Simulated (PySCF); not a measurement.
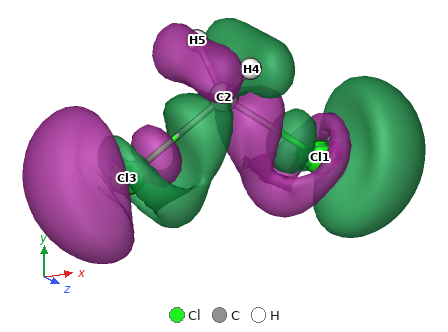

*CH$_{2}$Cl$_{2}$, SMILES `ClCCl`. Change of the electron density in a uniform field of 0.21 V/Å, surfaces at ±0.002 e/Å³ (green: gain, purple: loss).*

Method: PBE/def2-TZVP; geometry: GFN2-xTB; program: PySCF. No frequency check shows the geometry to be a minimum. A basis without diffuse functions makes polarisabilities too small. GFN2-xTB bond lengths at metals and heavier atoms can be off by up to 0.1 Å and shapes distorted, which carries into these values.

The field was applied in both directions; the picture shows the one opposite to the script's first.

**Along which Cartesian direction does the field point?**

Along −x: electrons gather on the +x side, against the field.

**How large is the response?**

The induced dipole is 0.50 D (along the field); α along this axis, from the fields in both directions, is 49 bohr³ (7.3 Å³).
